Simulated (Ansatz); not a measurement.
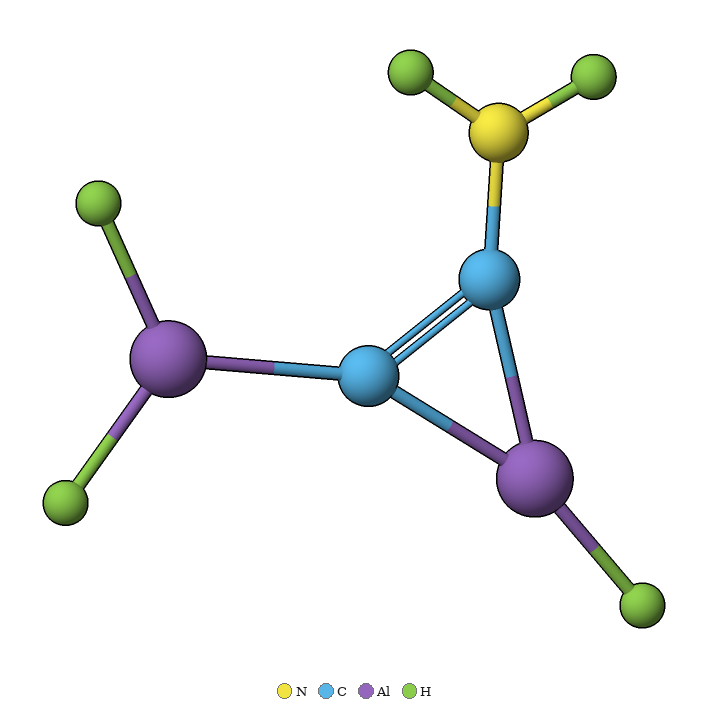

Simulated data, not a measurement (program: Ansatz).

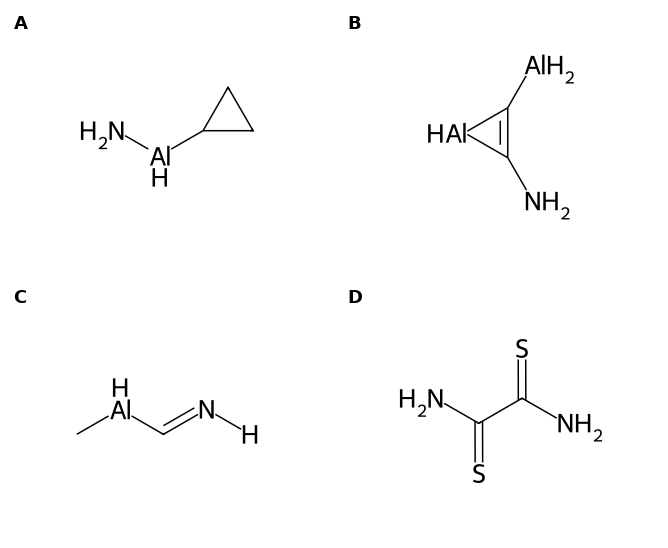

The first picture shows one of the molecules drawn in the second. Which?

Answer. B, `N[C]1=[C]([AlH2])[AlH]1`.
